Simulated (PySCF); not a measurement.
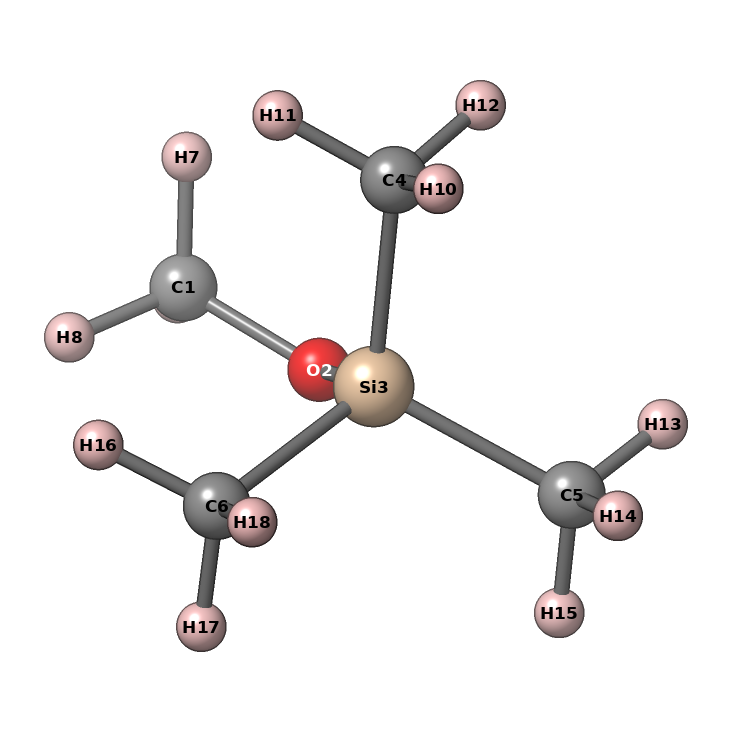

O2 lies behind Si3. The molecule seen a little off the Si3–O2 bond, Si3 in front. Distant atoms are faded towards the background colour. Computed geometry: PBE0-D3(BJ)/def2-SVP optimisation. No frequency run is at hand to confirm it as a minimum.

> What is the torsion angle C4–Si3–O2–C1? The sign is positive where the front bond must turn clockwise to cover the back bond.

−56°, synclinal (gauche).
